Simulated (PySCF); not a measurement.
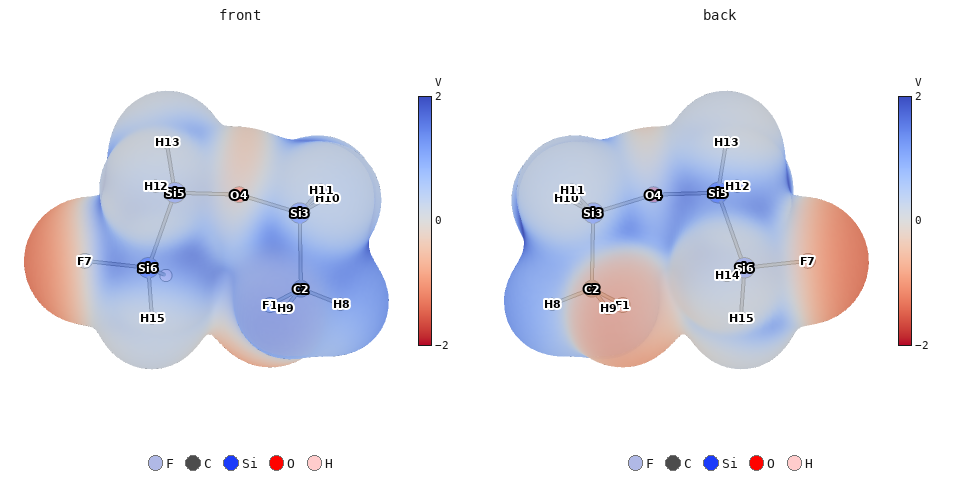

*CH$_{8}$F$_{2}$OSi$_{3}$. The electrostatic potential painted on the density surface at 0.002 e/bohr³, seen from the front and from behind; red is negative and blue positive.*

Geometry: GFN2-xTB.

The calculation used CAM-B3LYP/def2-SVPD, SCF density, gas phase (PySCF 2.14.0).

Input

```
{"job": {"kind": "uv", "xc": "CAM-B3LYP", "basis": "def2-SVPD", "nstates": 8, "ntriplets": 3}, "charge": 0, "multiplicity": 1}
F     -0.991478     1.786619    -0.160113
C     -1.971660     0.903863     0.267843
Si    -1.700557    -0.816739    -0.536840
O     -0.223285    -1.321699    -0.160106
Si     1.387530    -1.284471     0.153256
Si     2.059775     0.902109     0.382531
F      3.656195     0.808301     0.662979
H     -2.927858     1.354237    -0.005771
H     -1.900926     0.882386     1.358430
H     -2.640855    -1.758399     0.062006
H     -1.784128    -0.688412    -1.987897
H      1.489366    -2.130462     1.352209
H      1.964523    -2.033422    -0.972374
H      1.992981     1.772295    -0.788646
H      1.585963     1.631784     1.559167
```

Run with:

```sh
OMP_NUM_THREADS=1 python probes_run.py task.json out
```

Question: Which sites attract a positive test charge, and which a negative one?

Answer: A positive charge is drawn to the negative regions and a negative charge to the positive ones. The most negative region (about −1.2 V) lies over F7, the most positive (about +1.8 V) over Si3 and Si5.
